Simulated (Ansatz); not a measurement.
H8N2OSi2 (SMILES N[Si](N)(O)[SiH3])

```xyz
13

N    -0.8832    1.3750   -1.0565
Si    0.2181    0.2769   -0.3574
N     1.1468    1.1685    0.7625
O     0.9706   -0.3311   -1.6989
Si   -0.6840   -1.5176    0.8723
H    -1.4467    1.9802   -0.4846
H    -1.3126    1.1709   -1.9430
H     1.6185    0.7288    1.5344
H     1.5737    2.0447    0.5047
H     1.4983   -1.1210   -1.5791
H    -1.4502   -2.4357   -0.0171
H    -1.6061   -1.0404    1.9410
H     0.3771   -2.3338    1.5366
```

Geometry: PBE0-D4/def2-TZVP.

These are results of RKS PBE0-D4/def2-TZVPP (Ansatz), not measurements.

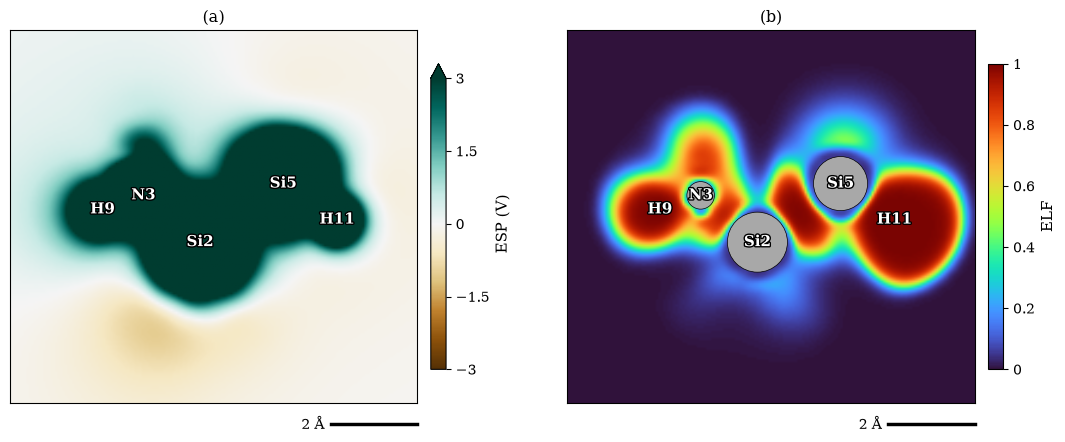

Figure 1. (a) electrostatic potential; (b) ELF on the plane of atoms Si2, Si5 and H11. Grey discs cover the atomic cores in the ELF map.

### Describe what can be read from this map.

Atoms in the plane: Si, N and H. Si–N (1.71 Å): the ELF peaks at about 0.90 between the atoms, as expected for a shared but strongly polarised pair. Si–Si (2.35 Å): the ELF peaks at about 1 between the atoms, as expected for localised, covalent bonding. N–H (1.01 Å): the ELF climbs to about 1 towards the hydrogen, as it does in any bond to H: an ordinary covalent bond to hydrogen. Si–H (1.49 Å): the ELF climbs to about 1 towards the hydrogen. Outside the dense part of the molecule the potential is most negative (−1.0 V) near N1, which lies off the plane.

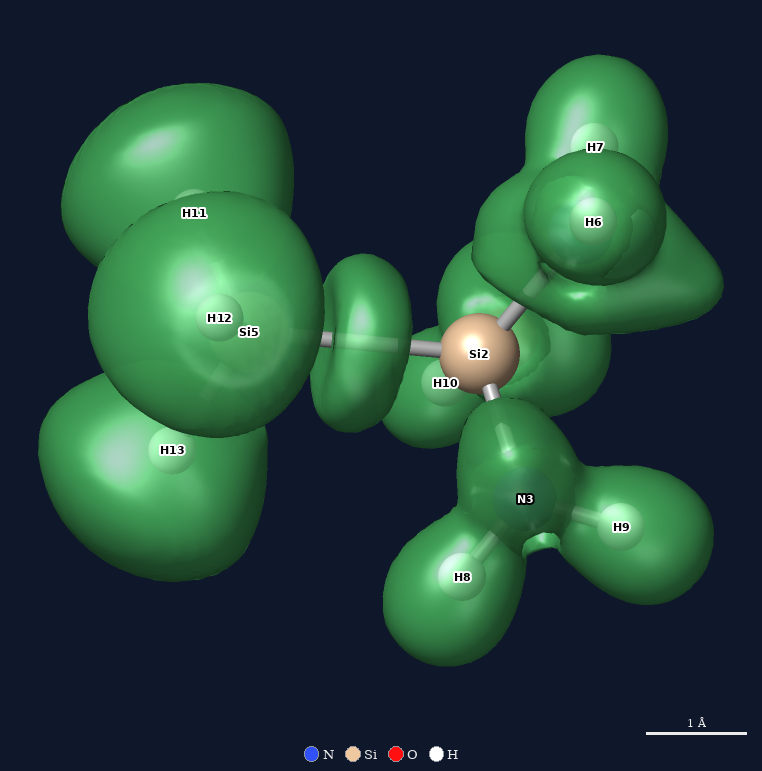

Figure 2. Isosurface of the electron localisation function at 0.75 (green), seen across its widest extent. Core shells and regions of very low density are left out.

### Identify the bonds, lone pairs and shells in this picture.

The ELF exceeds this value in one region between bonded Si–Si atoms (shared pairs), three regions around hydrogen nuclei, two joined regions spread over several atoms (H, N), in which their bonds and any lone pairs are merged and one joined region spread over several atoms (H, O), in which their bonds and any lone pairs are merged.


Si–O (1.65 Å): the ELF peaks at about 0.90 between the atoms (a polar covalent bond).

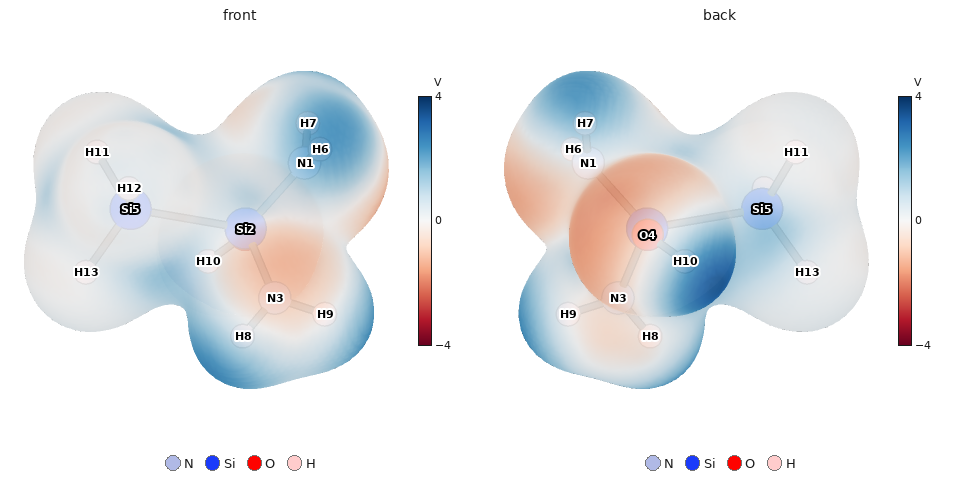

Figure 3. The electrostatic potential painted on the density surface at 0.004 e/bohr³, seen from the front and from behind; the colour scale runs from red (negative) to blue (positive).

### Which sites attract a positive test charge, and which a negative one?

A positive charge is drawn to the negative regions and a negative charge to the positive ones. The most negative region (about −1.7 V) lies over O4, the most positive (about +3.2 V) over H10. O4 is the likeliest acceptor of a hydrogen bond.
